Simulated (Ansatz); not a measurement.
## Fields on a plane of ZnCu2SnS4 (kesterite type, space group I-4)

```
CELL_PARAMETERS angstrom
     -2.70724     2.70724     5.41134
      2.70724    -2.70724     5.41134
      2.70724     2.70724    -5.41134
ATOMIC_POSITIONS crystal
  Cu 0.00000 0.00000 0.00000
  Cu 0.75000 0.25000 0.50000
  Zn 0.25000 0.75000 0.50000
  Sn 0.50000 0.50000 0.00000
  S  0.63529 0.62867 0.52217
  S  0.10651 0.11312 0.47783
  S  0.37133 0.89349 0.00661
  S  0.88688 0.36471 0.99339
```

The slice is a (001) plane (indices of the conventional cell) through the point (0.750, 0.250, 0.500) (fractional), spanned by u = [101] and v = [011] in vectors of this cell: u (5.41 Å) and v (5.41 Å, at 90° to u). It covers one period; positions are fractions (u, v).

Atoms on it: Cu at (0.00, 0.00); Zn at (0.50, 0.50).

Method: r2SCAN (plane waves to 500 eV, PAW, scalar-relativistic; Ansatz, a program for electronic structure). k mesh 9×9×9. Inside the PAW spheres the values are not all-electron values, and peaks at nuclei hang on which shells count as valence. The PAW data are Ansatz's earlier set. ZnCu2SnS4 is run without spin polarisation. ZnCu2SnS4 was relaxed with its symmetry unable to fall.

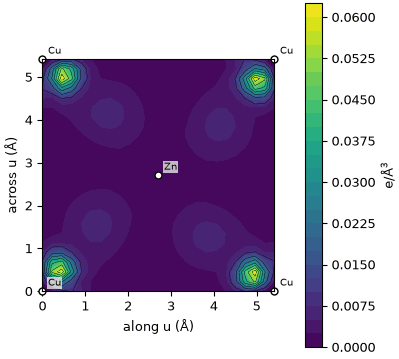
*Density of the highest valence band (whole band, smooth part) in e/Å³, one period of the plane, atoms marked. *

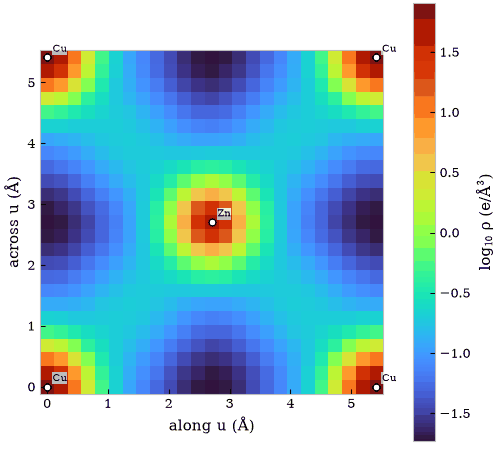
Figure: Log₁₀ of the valence density in e/Å³, one period of the plane, atoms marked. The scale is logarithmic, as a density can span decades between atoms and voids.

| Item | Value |
|---|---|
| Element round which the density of the highest valence band (whole band, smooth part) is largest on this plane | Cu |
